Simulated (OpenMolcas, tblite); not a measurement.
# AlSiH5O2 (SMILES O[SiH2][O][AlH2]): methods side by side

AlSiH5O2: 9 atoms, total charge 0, spin state singlet. SMILES: `O[SiH2][O][AlH2]`. The shape is that of a PBE0-D4/def2-TZVP optimisation. This is one conformer, not always the lowest.

Quantity: the HOMO–LUMO gap, in eV. The values are calculated.

| level | kind | program | value (eV) | CPU time |
| --- | --- | --- | --- | --- |
| GFN1-xTB | semi-empirical | tblite | 5.62 | under 2 s |
| HF/cc-pVDZ | Hartree–Fock | OpenMolcas | 13.06 | 14 s |
| SVWN5/cc-pVDZ | LDA | OpenMolcas | 4.72 | 34 s |
| revPBE/cc-pVDZ | GGA | OpenMolcas | 4.95 | 48 s |
| M06-L/cc-pVDZ | meta-GGA | OpenMolcas | 5.80 | 58 s |
| r2SCAN/cc-pVDZ | meta-GGA | OpenMolcas | 5.60 | 57 s |
| PBE0/cc-pVDZ | global hybrid | OpenMolcas | 7.05 | 44 s |
| B2PLYP/cc-pVDZ | double hybrid | OpenMolcas | 9.32 | 29 s |

The values span 4.72 to 13.06 eV. Orbital gaps aren't excitation energies, and those of double hybrids come from the SCF part alone; they tend to grow with the share of exact exchange. Times are those of the runs behind each value, whatever else they computed, on shared processors of several kinds: orders of magnitude only.

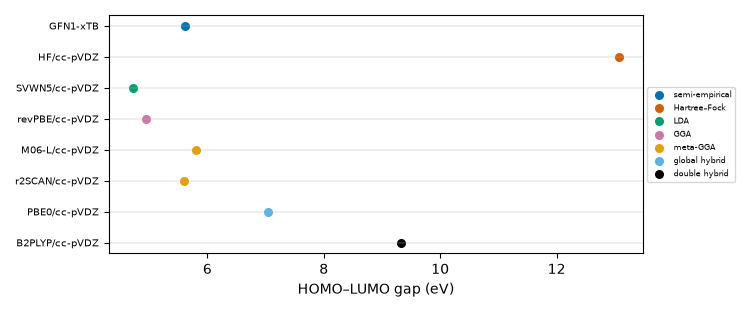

The values of the table, level by level.
